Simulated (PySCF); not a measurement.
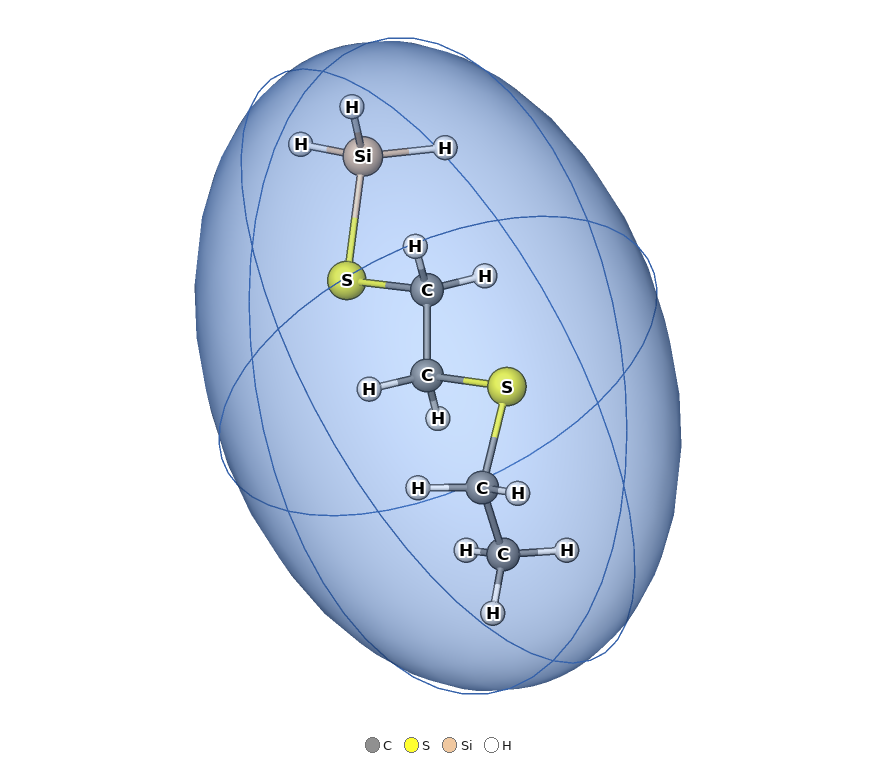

The ellipsoid shows the static dipole polarisability: its half-axes are proportional to the principal values. Computed geometry: GFN2-xTB optimisation. No frequency run is at hand to confirm it as a minimum. Computed with PBE0/def2-SVPD (PySCF 2.14.0).

How large and how anisotropic is the polarisability?

Answer. Principal values 96.8, 107.8, 165.3 bohr³; mean 123.3 bohr³ (18.27 Å³); anisotropy 63.7 bohr³, so the longest axis is 1.71 times the shortest.

The geometry is semi-empirical. Around Si such bond lengths and angles can be off by a tenth of an ångström or more and by several degrees, and values that hang on the shape move with them.
